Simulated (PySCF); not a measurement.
C4H12AlBO2, SMILES CB(C)C[CH2][Al]([OH])[OH] at its GFN2-xTB optimised geometry (Å):

```
20

B      0.8577    -1.3312     2.2980
C      1.4388    -2.4821     3.2112
C     -0.2268    -0.3465     2.8694
C      1.3442    -1.1883     0.8057
C      0.7798    -0.0112     0.0000
Al    -1.2270    -0.0112     0.0000
O     -1.9891    -1.4710    -0.0946
O     -2.0040     1.4427     0.0000
H      1.8267    -2.0842     4.1480
H      0.6445    -3.1732     3.4920
H      2.2299    -3.0658     2.7466
H     -1.0351    -0.2193     2.1277
H      0.1975     0.6480     3.0059
H     -0.6761    -0.6455     3.8132
H      1.0719    -2.1198     0.2956
H      2.4405    -1.1651     0.7637
H      1.1229     0.9309     0.4382
H      1.2033    -0.0348    -1.0085
H     -2.4405    -2.2956    -0.1841
H     -2.4091     2.2956    -0.0079
```

Calculation: PBE0/def2-SVP run with PySCF 2.14.0.

Map of the HOMO−1 amplitude (bohr^(-3/2)), clipped to [-0.25, 0.25] on the plane z = 1.2 Å; orbital energy -7.99 eV, overall sign arbitrary:

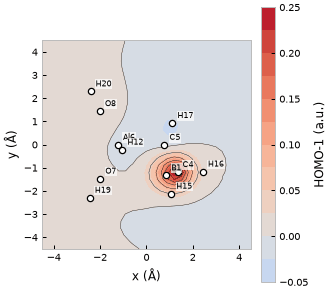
Figure: HOMO−1 amplitude (bohr^(-3/2)), clipped to [-0.25, 0.25] on the plane z = 1.2 Å.
